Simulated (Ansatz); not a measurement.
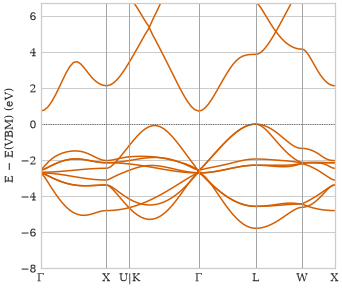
Fig. 1. Band structure from the program Ansatz at the PBEsol level (PAW)

Q: Read off the gap and where the band edges lie.

A: About 0.7 eV (0.72 eV by a search for the band edges); maximum at L, minimum at Γ.

The material is AgCl (rock salt, Fm-3m).

The cell was relaxed with PBEsol under the symmetry of its start. The run is not spin-polarised. Spin–orbit coupling is left out wherever it is not named.

Potentials: the later of the program's two PAW sets.
